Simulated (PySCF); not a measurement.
Excited-state calculation, with input and output: CHAlClNO

- system: CHAlClNO
- method: CIS/ANO-RCC-MB, RHF, sfX2C (PySCF 2.14.0)

The geometry comes from this level: PBE0-D4/def2-TZVP.

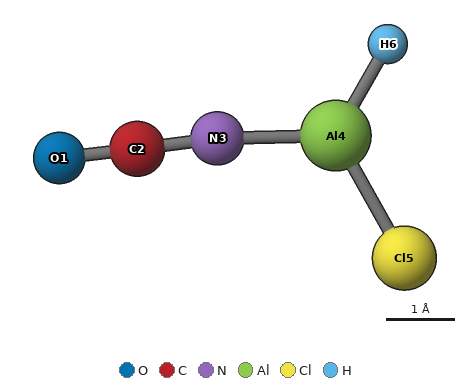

The structure (ball-and-stick view, seen on its broad side; atoms are numbered from 1 in the order of the input). Sticks mark near contacts.

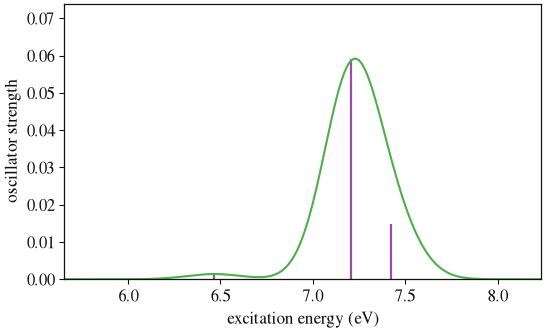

Computed excitations as sticks (degenerate states added up, dark ones marked on the axis), with a Gaussian envelope of 0.35 eV full width at half maximum, scaled to the tallest. Of the 3 states the lowest lies at 6.47 eV (f = 0.002); the strongest line is at 7.21 eV, or 172 nm (f = 0.059).

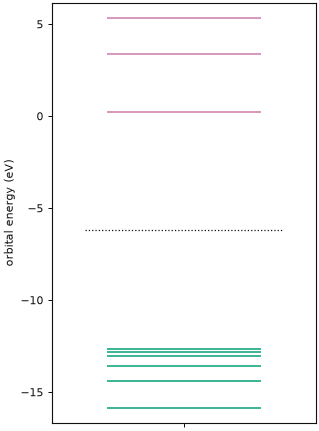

Orbital energies near the frontier (SCF reference); the dotted line parts filled from empty levels, and levels within 0.02 eV of each other stand side by side. Highest filled −12.66 eV, lowest empty 0.22 eV, 12.88 eV apart.

The input that produced these results follows, with the program's output.

Input (run.py)
```python
from pyscf import gto, tdscf

mol = gto.M(
    atom=[
    ('O', (-0.593600, -1.778800, -2.271400)),
    ('C', (-0.424200, -1.086600, -1.351600)),
    ('N', (-0.264000, -0.376900, -0.401600)),
    ('Al', (0.146900, 0.686500, 0.934400)),
    ('Cl', (2.090200, 1.431800, 1.025300)),
    ('H', (-0.913300, 1.060100, 2.018700)),
],
    basis='ano-rcc-mb',
    verbose=3,
    max_memory=1860,
)

calc0 = mol.RHF()
calc0 = calc0.x2c()
calc0.conv_tol = 1e-10
calc0.kernel()
if not calc0.converged:
    calc0 = calc0.newton().run(calc0.mo_coeff, calc0.mo_occ)

etot = calc0.e_tot
print('Final energy', etot)

td = tdscf.TDA(calc0)
td.nstates = 3
td.kernel()
td.analyze()
roots = td.e * 27.211386
osc = td.oscillator_strength()
print('state   eV      nm      f')
for i, (w, f) in enumerate(zip(roots, osc), 1):
    print('%3d %9.4f %8.1f %9.5f' % (i, w, 1239.842 / w, f))
```

Launch command:
```bash
OMP_NUM_THREADS=1 python run.py
```

Log
```
converged SCF energy = -870.943446918193
Final energy -870.943446918193
Excitation energies (eV)
[6.46559064 7.20854755 7.4254079 ]

** Singlet excitation energies and oscillator strengths **
state   eV      nm      f
  1    6.4656    191.8   0.00152
  2    7.2085    172.0   0.05917
  3    7.4254    167.0   0.01480
```

Summary

- outcome: converged
- total energy: −870.943447 hartree
- basis functions: 34
- HOMO of the SCF reference: −12.66 eV
- LUMO of the SCF reference: 0.22 eV
- lowest excitation: 6.47 eV
- hardware: 1 thread of Arm Neoverse V1, 24 GiB of memory available, shared host
- wall time: 4.2 s
- peak memory: 0.15 GiB
